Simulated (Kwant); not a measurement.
Model system: quantum point contact (saddle potential) in a InAs two-dimensional gas. Effective mass 0.023 mₑ, grid spacing 6.2 nm, hard walls, nominal width 150 nm (25 grid rows, so walls 161.2 nm apart), one parabolic valley, scattering region 450 nm long along x; energies count from the band bottom; Fermi energy 0.0112 eV. Potential (V0 + ½k y²) cos²(πx/L) for |x| < L/2, with V0 swept from 0.01176 to 0 eV, k = 7.8e-06 eV/nm², L = 370 nm.

The device is made up for the run: typed textbook-type constants, with dimensions and the other settings drawn at random.

Kwant, effective-mass tight-binding model on a square grid, one spin, coherent transport at 0 K. Conductance is in e²/h.

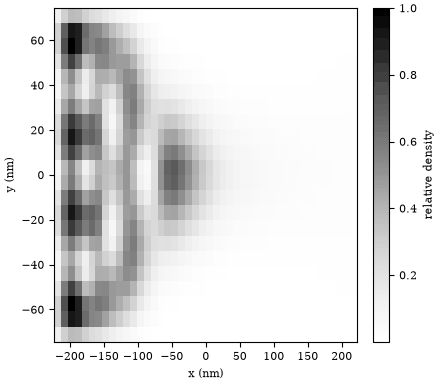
Fig. 1. Density of the scattering states that come in from the left lead, at gate = 0.0088626 eV, in bins, relative to the largest site value

The conductance there is 0.37 e²/h with 4 open channel(s) in the leads.
